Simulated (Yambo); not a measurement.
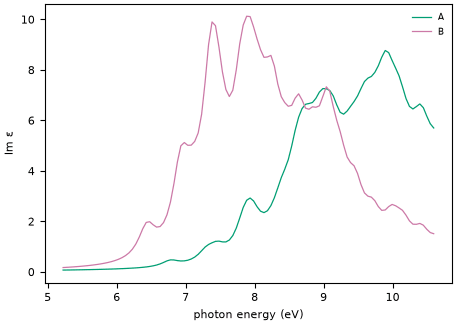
Figure. Two computed absorption spectra of AlN (wurtzite, space group P6_3mc, No. 186) under isotropic strain of -3 % on all lattice vectors (Yambo, PBEsol bands with the same scissor, field along x)

Axes are Cartesian, with cell vectors (Å) (3.02, 0.00, 0.00), (-1.51, 2.62, 0.00), (0.00, 0.00, 4.83).

Which curve includes the electron-hole attraction (BSE)?

Curve B: the attraction moves weight to lower energy (centre of the plotted range 8.2 eV against 9.3 eV). Settings: 9×9×6 mesh, 5 valence and 2 conduction bands, static screening with 22 bands and a 4 Ry block, scissor 1.60 eV, Tamm-Dancoff. The scissor comes from a G0W0 run whose convergence isn't established. Broadening 0.15 eV. The band window holds all transitions up to 10.6 eV. On this mesh the peak heights and the fine structure are mesh artefacts; only the shift of weight is robust.

Geometry strained from the cell relaxed with PBEsol, atoms relaxed again; primitive cell a = b = 3.0197 Å, c = 4.8333 Å, α = β = 90.00°, γ = 120.00°.
